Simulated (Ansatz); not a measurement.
The calculation's input:

```
crystal:
  lattice:
    - [4.947134388, 0.0, 0.0]
    - [0.0, 4.947134388, 0.0]
    - [0.0, 0.0, 4.4459296681]
  atoms:
    - { symbol: Cd, position: [0.5, 0.0, 0.0] }
    - { symbol: Cd, position: [0.0, 0.5, 0.0] }
    - { symbol: Bi, position: [0.5, 0.5, 0.5] }
    - { symbol: O, position: [0.5, 0.0, 0.5] }
    - { symbol: O, position: [0.0, 0.5, 0.5] }
basis:
  ecutwfc: 420
kpoints:
  mp_grid: { grid: [8, 8, 8] }
hamiltonian:
  xc: pbe
scf:
  occupations: { method: gaussian, width: 0.1 }
output:
  forces: true
  stress: true
  eigenvalues: true
  write_density: true
  write_potential: true
  elf: true
  volumetric_format: npy
relax:
  adjacent_minimum: "off"
  f_tol: 0.01
  max_steps: 80
  cell: { stress_tol: 0.05 }
```

Run with:

```sh
ansatz run input.yaml --threads 1 --pin off --max-ram 2560MiB --backend cpu --events-out ev --progress --plain --runs-dir out
```

Below, planes, directions and counts refer to the conventional cell (a = 4.91 Å, b = 4.91 Å, c = 4.46 Å, α = 90.00°, β = 90.00°, γ = 90.00°).

The fields are those of the run's last geometry, not of the input's.

Space group P4/mmm; a structure generated by program, which may or may not match a known phase; computed without spin polarisation.

These are results of DFT PBE, scalar-relativistic, plane waves, PAW (Ansatz 0.2.0), not measurements.

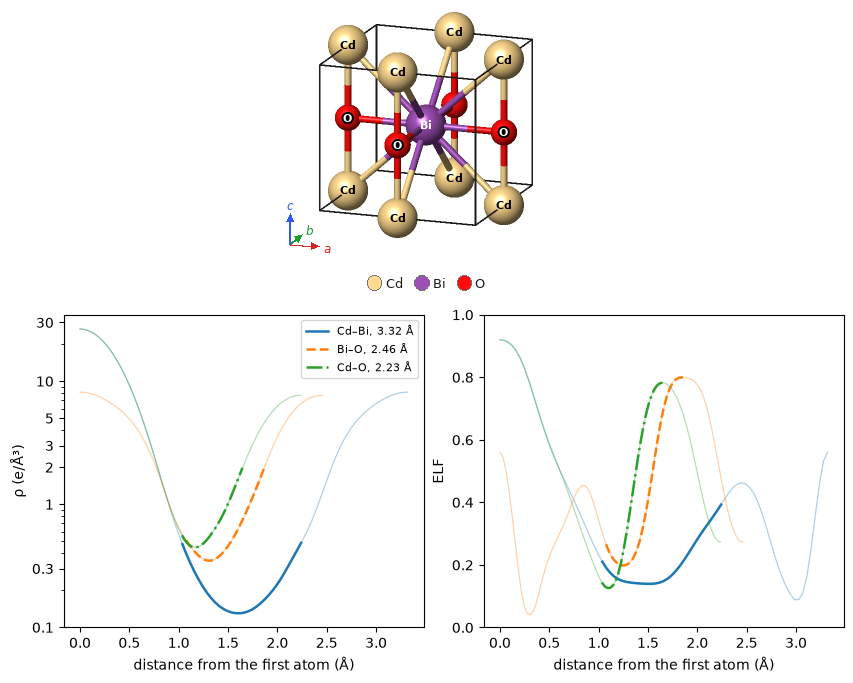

Cd₂BiO₂. Valence electron density and electron localisation function along straight lines between neighbouring atoms. Thin, pale parts lie inside the atomic spheres. The structure is drawn too.

Core electrons are frozen (PAW), and the valence fields are smoothed inside the atomic spheres.

> What can be read from the curves?

Cd–Bi (3.32 Å): ρ at the midpoint is about 0.13 e/Å³; the ELF is about 0.15 at the midpoint (no shared electron pair shows on this line).
Bi–O (2.46 Å): ρ at the midpoint is about 0.37 e/Å³; the ELF is about 0.20 at the midpoint; no localised pair shows between them.
Cd–O (2.23 Å): the density is about 0.46 e/Å³ at the midpoint; the ELF peaks at about 0.80 in the valence shell of O, 0.6 Å from its nucleus, and drops to about 0.15 between the two atoms; no shared electron pair shows on this line.
